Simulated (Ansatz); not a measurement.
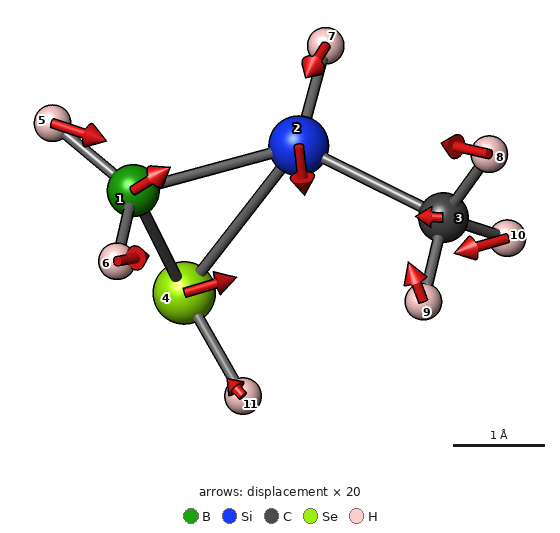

A relaxation of CH₇BSeSi. The starting structure is drawn; red arrows show the displacements, magnified 20 times. The two geometries are superimposed by the best rigid fit.

The picture is a ball-and-stick view, seen at a tilt.

The start comes from PBE-D4/def2-SVP.

Theory: RKS PBE0-D4/def2-TZVP in Ansatz.

Input file:
```yaml
crystal:
  periodic: [false, false, false]
  atoms:
    - {symbol: B, position_ang: [-1.334159, 1.071874, -0.566682]}
    - {symbol: Si, position_ang: [0.529719, 0.525982, -0.270610]}
    - {symbol: C, position_ang: [1.176079, -0.553949, 1.138982]}
    - {symbol: Se, position_ang: [-0.940236, -0.793711, -1.701746]}
    - {symbol: H, position_ang: [-1.526588, 1.916986, -1.421868]}
    - {symbol: H, position_ang: [-2.172546, 0.851491, 0.286133]}
    - {symbol: H, position_ang: [1.654901, 0.940662, -1.182265]}
    - {symbol: H, position_ang: [1.737678, 0.082799, 1.856360]}
    - {symbol: H, position_ang: [0.332303, -1.014580, 1.691397]}
    - {symbol: H, position_ang: [1.861090, -1.349452, 0.784463]}
    - {symbol: H, position_ang: [-1.252841, -1.735101, -0.593565]}
basis:
  gaussian: {orbitals: def2-TZVP}
hamiltonian: {xc: pbe0, dispersion: d4}
relax: {f_tol: 0.005, max_steps: 150}
```

Launched with:
```bash
ansatz run in.yaml --threads 4 --pin off --events-out ev --progress --plain --max-ram 10444MiB
```

Question: What did the optimiser do to the structure, and how much energy did it gain?

Answer: H8 moves most after the best rigid fit: 0.038 Å. Largest moves by element: H 0.038 Å, Si 0.032 Å, Se 0.031 Å, B 0.029 Å, C 0.016 Å. Among the contacts that change: Si2–Se4 2.439 → 2.395 Å, Si2–C3 1.890 → 1.866 Å, B1–H5 1.218 → 1.197 Å, B1–Se4 2.219 → 2.239 Å. Over 5 accepted moves (8 points after the start) the energy falls by 1.05 kcal/mol. Largest force component: 0.44 eV/Å at the start, 0.0021 eV/Å at the end. The line search rejected the trial steps at points 3, 5, 7 of the run. Cost: 33 s on 4 threads of Arm Neoverse V2 (shared host).
